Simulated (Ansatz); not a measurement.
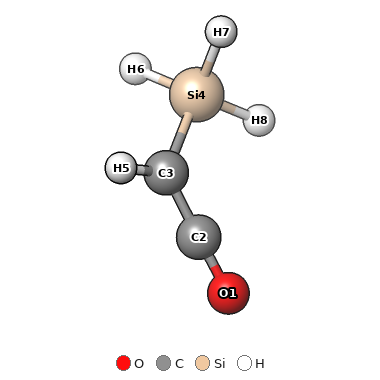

The system is C₂H₄OSi (SMILES O=C=C[SiH3]) with the probe HF; the picture shows it without the atoms that are moved over the map. 
- The probe is moved over a plane parallel to the molecule's main plane, 3.91 Å above it.
- First axis: x of the probe's F atom. Second axis: y of the probe's F atom.
- Nothing is relaxed (molecule and probe rigid, the probe upright with F nearest the plane).
- The scan uses a 19 × 15 grid.
- Points are written as (first, second).
- Energies are in cm⁻¹, from the lowest grid point.
- Computed with RKS PBE0-D4/def2-SVPD (Ansatz 0.2.0).

Range: x of the probe's F atom from −4.41 to 4.41 Å; y of the probe's F atom from −3.43 to 3.43 Å.

Predict the map.

Answer. The lowest grid point is at (0.98 Å, −0.49 Å). No other kind of well shows on this grid. The highest grid point, (−4.41 Å, −1.47 Å), lies 325 cm⁻¹ above the lowest. Near the minimum the curvatures are about 0.0058 and 0.01 eV/Å² along the soft and the stiff direction.

| y of the probe's F atom ↓, x of the probe's F atom → | −3.92 | −2.94 | −1.96 | −0.98 | 0.00 | 0.98 | 1.96 | 2.94 | 3.92 |
| --- | --- | --- | --- | --- | --- | --- | --- | --- | --- |
| 3.43 | 244 | 215 | 177 | 141 | 120 | 118 | 134 | 159 | 186 |
| 2.94 | 247 | 212 | 165 | 122 | 97 | 95 | 113 | 142 | 174 |
| 2.45 | 251 | 211 | 155 | 105 | 77 | 72 | 90 | 122 | 159 |
| 1.96 | 258 | 212 | 147 | 91 | 61 | 52 | 66 | 98 | 140 |
| 1.47 | 267 | 218 | 143 | 82 | 50 | 36 | 44 | 73 | 116 |
| 0.98 | 278 | 227 | 145 | 78 | 43 | 23 | 29 | 52 | 93 |
| 0.49 | 289 | 239 | 152 | 79 | 39 | 13 | 22 | 36 | 74 |
| 0.00 | 301 | 253 | 164 | 86 | 37 | 5 | 19 | 29 | 66 |
| −0.49 | 311 | 268 | 183 | 98 | 39 | 0 | 18 | 38 | 73 |
| −0.98 | 318 | 283 | 205 | 118 | 50 | 5 | 23 | 57 | 91 |
| −1.47 | 322 | 295 | 228 | 145 | 73 | 27 | 38 | 76 | 114 |
| −1.96 | 323 | 302 | 248 | 174 | 106 | 65 | 67 | 100 | 139 |
| −2.45 | 322 | 306 | 263 | 202 | 143 | 107 | 107 | 130 | 163 |
| −2.94 | 318 | 306 | 273 | 225 | 177 | 148 | 145 | 160 | 186 |
| −3.43 | 312 | 304 | 279 | 242 | 206 | 182 | 177 | 187 | 204 |

The table holds every second grid line.

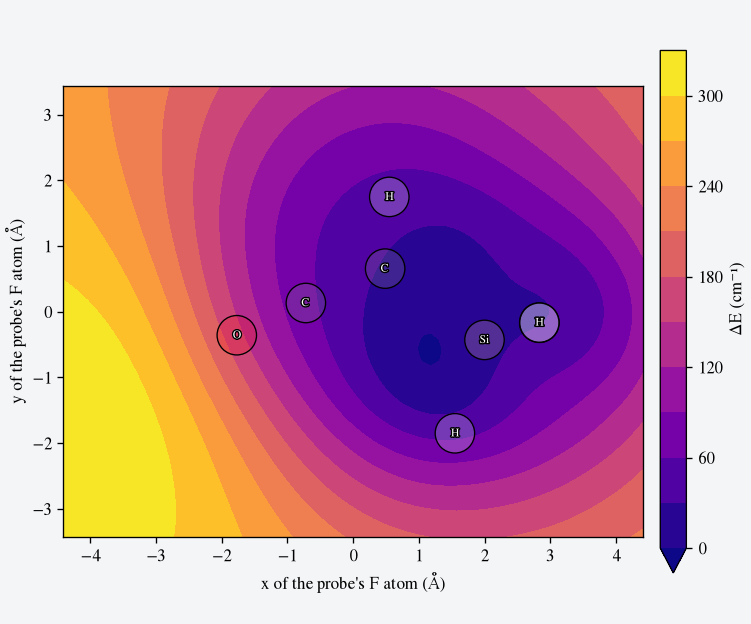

Drawn: filled contours, labelled circles for the molecule's atoms, projected on the plane. Between grid points the surface is interpolated.

Each point was launched as `ansatz run input.yaml --threads 1 --pin off --max-ram 2560MiB --backend cpu --events-out ev --progress --plain --runs-dir out`. Time for the 285 points that were run: 59 min on 1 thread of Arm Neoverse N1 (shared host).
